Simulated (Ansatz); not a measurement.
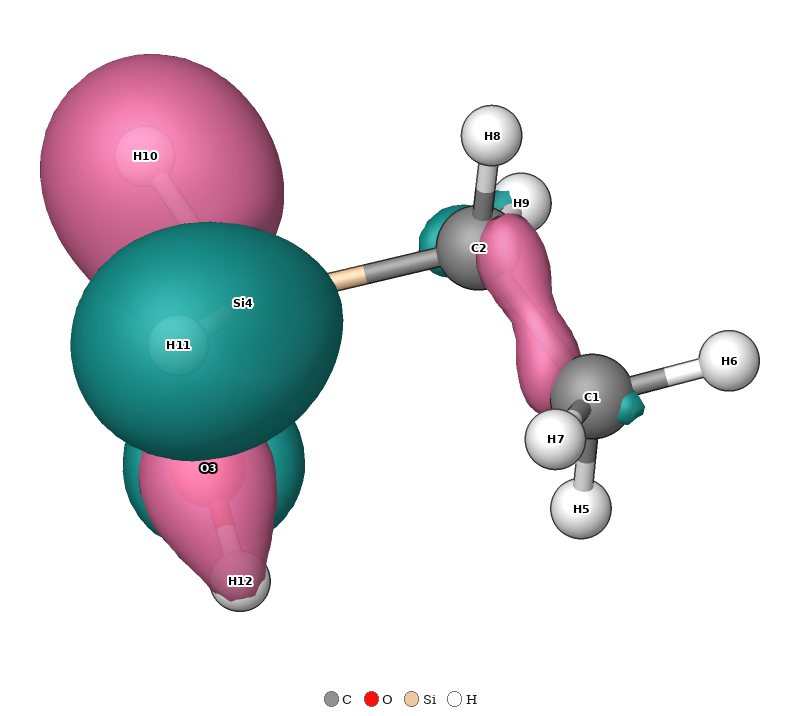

C$_{2}$H$_{8}$OSi. The HOMO−1 at ±0.15 Å⁻³ᐟ² (teal and pink are the two phases), seen at an oblique angle.

Geometry: B3LYP-D3(BJ)/def2-SVP.

Theory: isolated molecule in a Gaussian basis; Kohn-Sham density functional theory, functional PBE0 in Ansatz 0.2.0.

```xyz
12

C    -0.7608   -0.0564    1.8371
C    -0.9120   -1.2917    0.9389
O     0.3384   -0.0632   -1.4318
Si    0.3798   -1.4039   -0.4273
H    -0.8286    0.8735    1.2478
H    -1.5435   -0.0086    2.6113
H     0.2135   -0.0486    2.3542
H    -0.8526   -2.2183    1.5391
H    -1.9091   -1.3011    0.4637
H     0.1063   -2.5737   -1.3040
H     1.7351   -1.5436    0.1975
H     0.7021    0.7578   -1.0823
```

Q: Where does this orbital lie, and at what energy?

A: Its weight (Hirshfeld) is mainly on Si4 (about 30 %), H11 (about 20 %), H10 (about 20 %) and O3 (about 20 %). Its energy is −8.97 eV.
